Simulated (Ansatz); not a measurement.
Geometry relaxation, with input and output: AlW$_{16}$ (part 2 of 2)

Continued. System: AlW$_{16}$ (defect cell, 17 atoms in the cell). Method: DFT PBE, scalar-relativistic, plane waves, PAW, PAW set soft_1, no spin polarisation (Ansatz 0.2.0); cutoff 420 eV, 3×3×3 k-mesh, Gaussian smearing of 0.15 eV. It belongs to a series of runs on one base structure; here: end point A relaxed.

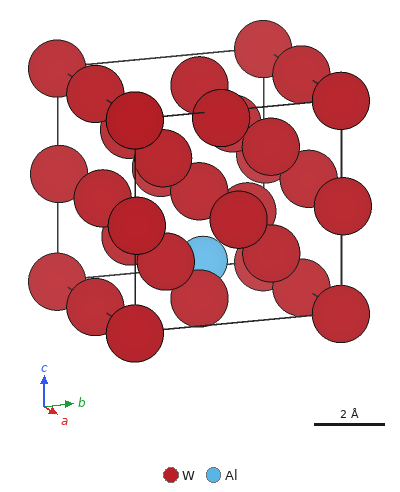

**Figure 1.** The geometry at step 8 of the log (spheres-only view of the cell of the calculation, seen slightly off an axis).

**Trajectory as extended XYZ, continued**
```
17
Lattice="6.3200 0.0000 0.0000 0.0000 6.3200 0.0000 0.0000 0.0000 6.3200" Properties=species:S:1:pos:R:3:forces:R:3 step=2 energy=-166695.98761
W    -0.0046    0.0035    0.0000    0.1018  -0.4722  -0.0088
W     3.1646    0.0036    0.0000   -0.1013  -0.4581  -0.0097
W    -0.1773    3.0762   -0.0076  -10.0050  -4.4914  -0.3783
W    -0.0087    0.0096    3.1599   -1.1053   0.9556   0.0623
W     1.5800    1.5762    1.5843    0.0006   0.4953  -0.1021
W     3.3342    3.0786   -0.0074    9.7361  -4.3302  -0.3644
W     3.1686    0.0095    3.1599    1.1002   0.9576   0.0622
W     4.7400    1.5697    1.5889   -0.0080  -1.0654   1.2346
W    -0.0071    3.1566    3.1610   -0.4207  -0.3720  -0.0376
W     1.5810    4.8342    1.7521    0.0486   5.1440   9.6716
W     1.5800    1.5759    4.7351    0.0015   0.4056   0.1172
W     3.1672    3.1565    3.1610    0.4237  -0.3812  -0.0346
W     4.7399    4.7439    1.5874    0.0052   0.4421   0.4919
W     4.7400    1.5703    4.7316   -0.0078  -1.0912  -1.2020
W     1.5807    4.8136    4.5932    0.0359   3.8511  -7.7482
W     4.7399    4.7447    4.7322    0.0021   0.5231  -0.5208
Al    1.5738    3.9044    0.0507    0.1924  -0.1127  -1.2334
17
Lattice="6.3200 0.0000 0.0000 0.0000 6.3200 0.0000 0.0000 0.0000 6.3200" Properties=species:S:1:pos:R:3:forces:R:3 step=3 energy=-166700.58410
W     0.0378   -0.0712    0.0003   -0.2815   0.3338   0.0577
W     3.1220   -0.0703    0.0003    0.2838   0.3199   0.0589
W    -0.3603    3.0149   -0.0137   -1.4433  -0.6791  -0.0459
W    -0.0644    0.0960    3.1675    0.5772  -0.2986  -0.0141
W     1.5800    1.6502    1.5435   -0.0065  -0.3851   0.3285
W     3.5148    3.0188   -0.0133    1.4418  -0.6704  -0.0405
W     3.2241    0.0962    3.1675   -0.5657  -0.2965  -0.0131
W     4.7390    1.4734    1.6619    0.0024   0.3243  -0.6964
W    -0.0400    3.1249    3.1535    0.0922   0.3545   0.0726
W     1.5818    4.9064    1.9196    0.0073   0.8214   1.6934
W     1.5800    1.6465    4.7813   -0.0075  -0.2897  -0.3598
W     3.2003    3.1245    3.1538   -0.0885   0.3589   0.0690
W     4.7409    4.7855    1.6301   -0.0092  -0.3515  -0.1967
W     4.7390    1.4717    4.6598    0.0013   0.2959   0.5884
W     1.5815    4.8738    4.4434    0.0028   0.7538  -1.6536
W     4.7405    4.7894    4.6872   -0.0054  -0.4055   0.1729
Al    1.5754    3.8964    0.0395   -0.0013  -0.1862  -0.0213
17
Lattice="6.3200 0.0000 0.0000 0.0000 6.3200 0.0000 0.0000 0.0000 6.3200" Properties=species:S:1:pos:R:3:forces:R:3 step=4 energy=-166700.64624
W    -0.0005   -0.0395   -0.0015    0.5285  -0.2844   0.0468
W     3.1606   -0.0406    0.0029   -0.5400  -0.2650  -0.0319
W    -0.3694    2.9968   -0.0638   -0.2423  -0.2287   0.0247
W    -0.0546    0.0949    3.1682   -0.2533   0.2614   0.0674
W     1.5823    1.6448    1.5439   -0.0431  -0.5072   0.2248
W     3.5117    3.0114   -0.0390    0.3111  -0.2461  -0.1119
W     3.2187    0.0964    3.1723    0.2863   0.3300   0.0982
W     4.7412    1.4864    1.6346   -0.0014   0.0596  -0.0265
W    -0.0456    3.1238    3.1416   -0.1086  -0.1227  -0.0589
W     1.6000    4.9064    2.0379   -0.0810   0.4548  -1.2528
W     1.5774    1.6430    4.7698    0.0516  -0.4122  -0.1851
W     3.2102    3.1222    3.1453    0.1158  -0.1467   0.0708
W     4.7430    4.7656    1.6141    0.0852  -0.0169  -0.1507
W     4.7361    1.4781    4.6564   -0.0193  -0.0381  -0.0450
W     1.5775    4.8264    4.4174    0.0372   0.4781   1.0319
W     4.7393    4.7747    4.6714   -0.0271  -0.0152   0.2718
Al    1.5646    3.9365    0.1107   -0.0997   0.6993   0.0265
17
Lattice="6.3200 0.0000 0.0000 0.0000 6.3200 0.0000 0.0000 0.0000 6.3200" Properties=species:S:1:pos:R:3:forces:R:3 step=5 energy=-166700.71709
W     0.0259   -0.0409   -0.0051    0.1329  -0.3063  -0.0306
W     3.1582   -0.0497   -0.0114   -0.3041  -0.1606   0.1663
W    -0.4077    2.8570   -0.0929   -0.0035   0.1405  -0.4168
W    -0.0643    0.0864    3.1947    0.3063  -0.0284  -0.2813
W     1.5879    1.6146    1.5436   -0.0081   0.3374   0.0419
W     3.4140    3.0543   -0.0648   -0.4191   0.0539   0.3317
W     3.2721    0.1100    3.2268   -0.3400  -0.0820  -0.6051
W     4.7073    1.4844    1.6349    0.3157   0.1673  -0.1364
W    -0.0047    3.1421    3.1041   -0.0537  -0.1205  -0.0537
W     1.7096    5.0638    2.0084    0.4227  -0.3162   0.1765
W     1.5812    1.6125    4.7445   -0.0752   0.1784   0.1686
W     3.2159    3.1340    3.1196    0.0230  -0.0607   0.0692
W     4.7817    4.7524    1.5780    0.0911  -0.0740   0.1807
W     4.7070    1.4749    4.6601    0.3408   0.0846   0.0493
W     1.6369    4.7978    4.4460   -0.2748   0.1323   0.6219
W     4.7806    4.7415    4.7036   -0.1108   0.0440  -0.2286
Al    1.3906    3.9921    0.1922   -0.0432   0.0105  -0.0535
17
Lattice="6.3200 0.0000 0.0000 0.0000 6.3200 0.0000 0.0000 0.0000 6.3200" Properties=species:S:1:pos:R:3:forces:R:3 step=6 energy=-166700.89219
W     0.0340   -0.0563   -0.0149   -0.1733   0.2258  -0.0823
W     3.1399   -0.0604    0.0026    0.2694   0.0970  -0.2699
W    -0.4509    2.8018   -0.2328    1.3026   0.8017   0.2408
W    -0.0188    0.0785    3.1625   -0.0604  -0.2409   0.0381
W     1.5959    1.6287    1.5525    0.0465   0.0824  -0.1240
W     3.3142    3.0869   -0.0357    0.0026   0.1917  -0.0602
W     3.2906    0.1275    3.2019    0.2621   0.2321   0.5270
W     4.7380    1.5030    1.5950   -0.0899  -0.0490   0.0939
W     0.0176    3.1464    3.0740    0.1367   0.1563   0.1502
W     1.8502    5.0817    2.0497   -0.3130  -0.8129  -0.7137
W     1.5807    1.6153    4.7448    0.1912   0.0328   0.0191
W     3.2366    3.1292    3.1392   -0.1292  -0.1009   0.0902
W     4.8310    4.7338    1.5672   -0.1496  -0.0274  -0.1488
W     4.7028    1.4592    4.6354   -0.4976  -0.3343  -0.2484
W     1.6281    4.7945    4.5465    0.0655  -0.0988  -0.3312
W     4.7678    4.7444    4.6789   -0.1092   0.1719   0.0940
Al    1.2345    4.0130    0.3155   -0.7543  -0.3275   0.7251
17
Lattice="6.3200 0.0000 0.0000 0.0000 6.3200 0.0000 0.0000 0.0000 6.3200" Properties=species:S:1:pos:R:3:forces:R:3 step=7 energy=-166700.93796
W     0.0273   -0.0505   -0.0217   -0.0152   0.1814   0.0605
W     3.1506   -0.0579   -0.0106    0.0611   0.1468   0.0810
W    -0.4442    2.7985   -0.2604    0.9933   0.6111   0.3137
W    -0.0175    0.0589    3.1585   -0.0226   0.0590  -0.0334
W     1.5999    1.6299    1.5475   -0.0185  -0.0270   0.0031
W     3.2988    3.1080   -0.0378    0.1229  -0.0603   0.0470
W     3.2930    0.1278    3.2115    0.1149   0.1245   0.0868
W     4.7407    1.5107    1.5944   -0.0458  -0.0600   0.0529
W     0.0290    3.1597    3.0826   -0.0751  -0.1164  -0.0605
W     1.8759    5.0705    2.0515   -0.3647  -0.5398  -0.6639
W     1.5942    1.6131    4.7467   -0.0582  -0.0389  -0.0993
W     3.2321    3.1172    3.1527    0.0406   0.0375  -0.1493
W     4.8246    4.7246    1.5552    0.0479   0.0767   0.0529
W     4.6926    1.4544    4.6319   -0.1180  -0.0810  -0.1279
W     1.6329    4.7903    4.5612   -0.0384  -0.0534  -0.3136
W     4.7562    4.7553    4.6830    0.1544  -0.0686  -0.0325
Al    1.2061    4.0164    0.3359   -0.7785  -0.1914   0.7826
17
Lattice="6.3200 0.0000 0.0000 0.0000 6.3200 0.0000 0.0000 0.0000 6.3200" Properties=species:S:1:pos:R:3:forces:R:3 step=8 energy=-166701.04123
W     0.0270   -0.0287   -0.0312    0.0280   0.0713  -0.0429
W     3.1666   -0.0418   -0.0182   -0.0403  -0.0187  -0.0707
W    -0.3846    2.7734   -0.3191    0.1066   0.0946   0.0319
W    -0.0032    0.0438    3.1506   -0.1143   0.0367   0.0144
W     1.6073    1.6247    1.5398    0.0118  -0.0980  -0.0195
W     3.2290    3.1302   -0.0390    0.1659  -0.0438  -0.0620
W     3.3170    0.1278    3.2263   -0.1025  -0.1266  -0.1097
W     4.7402    1.5269    1.5694   -0.0026  -0.0097   0.0825
W     0.0330    3.1520    3.0540    0.0644   0.0300   0.1261
W     1.9374    5.0854    2.0524    0.0598   0.0549   0.2693
W     1.6072    1.5822    4.7101    0.0391  -0.0566  -0.0662
W     3.2379    3.1193    3.1426    0.0175  -0.0742  -0.0147
W     4.8386    4.7254    1.5425   -0.1472  -0.0176  -0.0488
W     4.6839    1.4664    4.6247    0.0749   0.1214   0.0756
W     1.6223    4.7469    4.6156    0.0972   0.0972  -0.2679
W     4.7652    4.7397    4.6866    0.0373  -0.0101  -0.0165
Al    1.0673    4.0535    0.4751   -0.2957  -0.0507   0.1193
17
Lattice="6.3200 0.0000 0.0000 0.0000 6.3200 0.0000 0.0000 0.0000 6.3200" Properties=species:S:1:pos:R:3:forces:R:3 step=9 energy=-166701.04829
W    -0.0074   -0.0114   -0.0501    0.1049  -0.0848   0.0174
W     3.1469   -0.0609   -0.0218   -0.0992  -0.0945  -0.0412
W    -0.3055    2.8041   -0.2788    0.0290   0.1017  -0.0242
W    -0.0345    0.0372    3.1329   -0.0197   0.0279   0.1858
W     1.5969    1.6017    1.5267   -0.0198   0.0287   0.0421
W     3.2006    3.1053   -0.0517    0.0316   0.0156  -0.0185
W     3.3524    0.1455    3.2329   -0.0637  -0.0791   0.0187
W     4.7355    1.5295    1.5505    0.0753   0.0293  -0.1500
W     0.0255    3.1397    3.0451    0.0005  -0.0294   0.0693
W     1.9443    5.0610    2.1447    0.2823   0.3000   0.0120
W     1.6025    1.5501    4.6837   -0.0041   0.0835   0.0627
W     3.2434    3.0806    3.1323    0.0329  -0.0260   0.1889
W     4.8111    4.7073    1.5254    0.0080   0.0219   0.0677
W     4.7093    1.5008    4.6616   -0.0756  -0.0591  -0.1849
W     1.6171    4.7307    4.5917   -0.1059  -0.0967  -0.1093
W     4.7579    4.7155    4.6854    0.0859  -0.0140   0.0288
Al    1.0961    4.1905    0.4717   -0.2625  -0.1249  -0.1654
17
Lattice="6.3200 0.0000 0.0000 0.0000 6.3200 0.0000 0.0000 0.0000 6.3200" Properties=species:S:1:pos:R:3:forces:R:3 step=10 energy=-166701.03932 accepted=F
W     0.0078   -0.0120   -0.0520   -0.0480   0.2070  -0.0235
W     3.1492   -0.0615   -0.0296    0.0647   0.0937  -0.0426
W    -0.3212    2.7679   -0.3251    0.4189   0.5553   0.4749
W    -0.0193    0.0346    3.1416   -0.0093  -0.0308  -0.0710
W     1.6041    1.6070    1.5283   -0.0301  -0.0074  -0.0126
W     3.1713    3.1340   -0.0494    0.3298  -0.2131   0.0567
W     3.3577    0.1437    3.2384    0.1283   0.0862   0.1188
W     4.7394    1.5346    1.5435   -0.0091  -0.0449  -0.0046
W     0.0392    3.1441    3.0420   -0.0367  -0.0293   0.0470
W     1.9889    5.0917    2.1243   -0.4316  -0.5307  -0.8422
W     1.6126    1.5529    4.6830    0.0318  -0.0675  -0.0374
W     3.2490    3.0884    3.1380   -0.0261  -0.0225  -0.0225
W     4.8258    4.7093    1.5258   -0.2407   0.0519   0.0365
W     4.6963    1.4923    4.6472   -0.1439  -0.1166  -0.1487
W     1.6208    4.7167    4.6140   -0.0912   0.0911   0.0414
W     4.7713    4.7159    4.6865   -0.0407   0.0093   0.0198
Al    0.9996    4.1675    0.5259    0.1337  -0.0315   0.4101
17
Lattice="6.3200 0.0000 0.0000 0.0000 6.3200 0.0000 0.0000 0.0000 6.3200" Properties=species:S:1:pos:R:3:forces:R:3 step=11 energy=-166701.06406
W     0.0028   -0.0115   -0.0480    0.0737  -0.0871   0.0204
W     3.1516   -0.0563   -0.0279   -0.0623  -0.0633  -0.0210
W    -0.3224    2.7902   -0.2960    0.0567   0.0746  -0.0190
W    -0.0247    0.0359    3.1378   -0.0250   0.0112   0.0603
W     1.6005    1.6047    1.5290   -0.0115   0.0419   0.0128
W     3.2015    3.1148   -0.0495   -0.0556   0.0303   0.0113
W     3.3488    0.1415    3.2356   -0.0236  -0.0323   0.0088
W     4.7372    1.5294    1.5519    0.0341   0.0187  -0.0580
W     0.0302    3.1433    3.0466    0.0160  -0.0004   0.0117
W     1.9616    5.0777    2.1169    0.1140   0.1151   0.0360
W     1.6071    1.5556    4.6863   -0.0142   0.0376   0.0386
W     3.2425    3.0889    3.1368    0.0139  -0.0241   0.0602
W     4.8134    4.7119    1.5287    0.0349   0.0015   0.0242
W     4.7038    1.4951    4.6496   -0.0508  -0.0437  -0.1014
W     1.6168    4.7292    4.6015   -0.0385  -0.0320  -0.0374
W     4.7635    4.7199    4.6863    0.0305  -0.0143   0.0198
Al    1.0581    4.1568    0.4965   -0.0923  -0.0338  -0.0673
17
Lattice="6.3200 0.0000 0.0000 0.0000 6.3200 0.0000 0.0000 0.0000 6.3200" Properties=species:S:1:pos:R:3:forces:R:3 step=12 energy=-166701.06689
W     0.0075   -0.0140   -0.0487   -0.0109   0.0229  -0.0087
W     3.1510   -0.0569   -0.0325    0.0101   0.0025  -0.0206
W    -0.3201    2.7883   -0.3088   -0.0030   0.0133   0.0309
W    -0.0217    0.0334    3.1380   -0.0143  -0.0018  -0.0044
W     1.6009    1.6063    1.5291   -0.0004  -0.0045  -0.0036
W     3.1921    3.1203   -0.0481    0.0256  -0.0184  -0.0072
W     3.3514    0.1427    3.2395   -0.0122  -0.0245  -0.0021
W     4.7392    1.5306    1.5460    0.0045   0.0089   0.0090
W     0.0328    3.1443    3.0440    0.0017  -0.0009   0.0053
W     1.9787    5.0869    2.1097   -0.0038   0.0070   0.0134
W     1.6080    1.5546    4.6852    0.0023   0.0079   0.0083
W     3.2430    3.0885    3.1392    0.0023  -0.0101  -0.0059
W     4.8143    4.7121    1.5294    0.0041  -0.0003  -0.0071
W     4.7027    1.4943    4.6466   -0.0110  -0.0108  -0.0282
W     1.6138    4.7246    4.6081    0.0003   0.0021  -0.0046
W     4.7647    4.7188    4.6868   -0.0027   0.0050  -0.0033
Al    1.0341    4.1522    0.5188    0.0076   0.0016   0.0287
17
Lattice="6.3200 0.0000 0.0000 0.0000 6.3200 0.0000 0.0000 0.0000 6.3200" Properties=species:S:1:pos:R:3:forces:R:3 step=13 energy=-166701.06708
W     0.0070   -0.0156   -0.0492    0.0005  -0.0023  -0.0009
W     3.1511   -0.0573   -0.0344    0.0009  -0.0014  -0.0018
W    -0.3211    2.7922   -0.3063    0.0043  -0.0060  -0.0050
W    -0.0238    0.0337    3.1380   -0.0036   0.0007   0.0031
W     1.6005    1.6048    1.5284   -0.0023   0.0056  -0.0007
W     3.1948    3.1181   -0.0496   -0.0094  -0.0003   0.0002
W     3.3518    0.1433    3.2408   -0.0015   0.0053   0.0028
W     4.7392    1.5303    1.5456    0.0003   0.0052   0.0003
W     0.0326    3.1444    3.0437    0.0013  -0.0022  -0.0008
W     1.9775    5.0908    2.1121    0.0006  -0.0065  -0.0048
W     1.6067    1.5554    4.6861    0.0038   0.0034   0.0001
W     3.2415    3.0879    3.1375    0.0010   0.0001  -0.0001
W     4.8135    4.7121    1.5284   -0.0008  -0.0020   0.0002
W     4.7043    1.4957    4.6460   -0.0046  -0.0052  -0.0067
W     1.6125    4.7243    4.6086   -0.0046  -0.0047  -0.0055
W     4.7632    4.7187    4.6850    0.0076   0.0017   0.0076
Al    1.0409    4.1484    0.5214    0.0065   0.0086   0.0119
```

The run was set up as follows.

**Input file**
```yaml
crystal:
  lattice:
    - [6.32, 0.0, 0.0]
    - [0.0, 6.32, 0.0]
    - [0.0, 0.0, 6.32]
  atoms:
    - { symbol: W, position: [0.0, 0.0, 0.0] }
    - { symbol: W, position: [0.5, 0.0, 0.0] }
    - { symbol: W, position: [0.0, 0.5, 0.0] }
    - { symbol: W, position: [0.0, 0.0, 0.5] }
    - { symbol: W, position: [0.25, 0.25, 0.25] }
    - { symbol: W, position: [0.5, 0.5, 0.0] }
    - { symbol: W, position: [0.5, 0.0, 0.5] }
    - { symbol: W, position: [0.75, 0.25, 0.25] }
    - { symbol: W, position: [0.0, 0.5, 0.5] }
    - { symbol: W, position: [0.25, 0.75, 0.25] }
    - { symbol: W, position: [0.25, 0.25, 0.75] }
    - { symbol: W, position: [0.5, 0.5, 0.5] }
    - { symbol: W, position: [0.75, 0.75, 0.25] }
    - { symbol: W, position: [0.75, 0.25, 0.75] }
    - { symbol: W, position: [0.25, 0.75, 0.75] }
    - { symbol: W, position: [0.75, 0.75, 0.75] }
    - { symbol: Al, position: [0.2487747, 0.6182122, 0.0098455] }
basis:
  ecutwfc: 420.0
kpoints:
  mp_grid: { grid: [3, 3, 3] }
hamiltonian:
  xc: pbe
  pseudopotentials: { kind: paw, azcp: { folder: soft_1 } }
scf:
  occupations: { method: gaussian, width: 0.15 }
  lower_state_search: "off"
relax:
  f_tol: 0.03
  max_steps: 60
  adjacent_minimum: "off"
```

Launch command:
```bash
ansatz run input.yaml --threads 4 --pin off --max-ram 10240MiB --backend cpu --events-out ev --progress --plain --runs-dir out
```

**Results in brief**

| quantity | value |
| --- | --- |
| outcome | converged |
| electrons treated | 227 |
| free energy | −166701.0671 eV |
| Fermi energy | 23.122 eV |
| final volume | 252.44 Å³ |
| largest force (length of the vector) at the end | 0.016 eV/Å |
| hardware | 4 threads of Arm Neoverse V2, 24 GiB of memory available, shared host |
| wall time | 2.2 min (CPU time 8.5 min) |
| peak memory | 1.1 GiB |

**Notes**

Spin–orbit coupling is left out, which matters for W.
